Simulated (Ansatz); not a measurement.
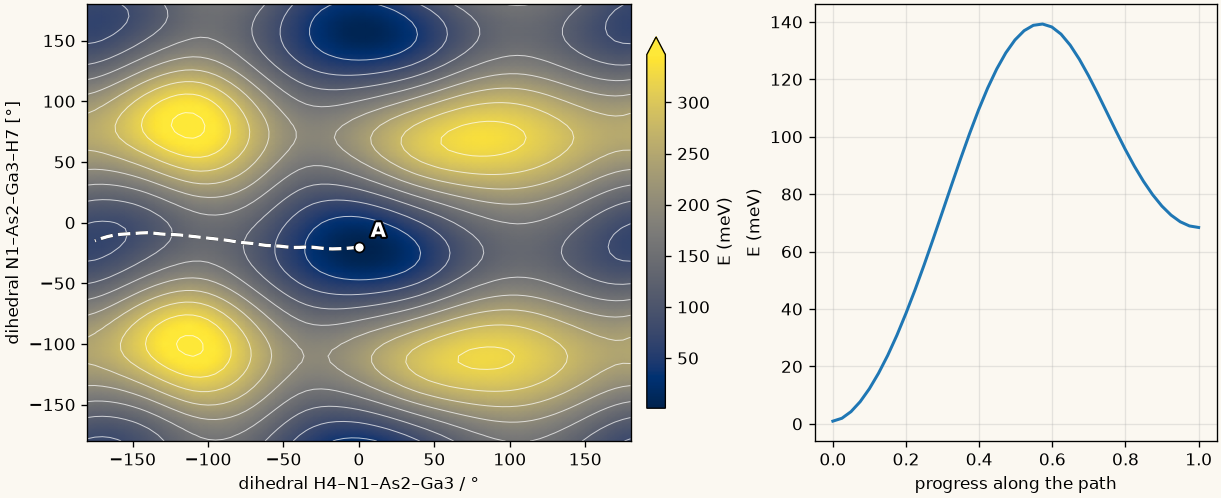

AsGaH₅N, SMILES N[AsH][GaH2]. 
- The first coordinate is: dihedral H4–N1–As2–Ga3; the second: dihedral N1–As2–Ga3–H7.
- Nothing is relaxed (all other coordinates rigid).
- The grid has 10 × 10 points.
- Points are written as (first, second).
- Energies: meV, counted from the relaxed molecule at the same level.
- All numbers below come from Ansatz, RKS PBE-D4/def2-TZVP.

The picture shows a smooth colour map with a few white contour lines, a line along the lowest path, one colour for all values above the top of the scale, the energy along the path at the right, the start A. Between grid points the surface is interpolated.

Describe the path and its barrier.

The easiest path leads from the well at about (0°, −20°) to the well at about (−175°, −15°), about 67 meV higher. Its highest point lies about 138 meV above the bottom of the first well on the interpolated surface, at about (−100°, −15°). Seen from the upper well the barrier is about 71 meV. The start is the relaxed structure and all else is held, so a fully relaxed path at this level can only be lower.
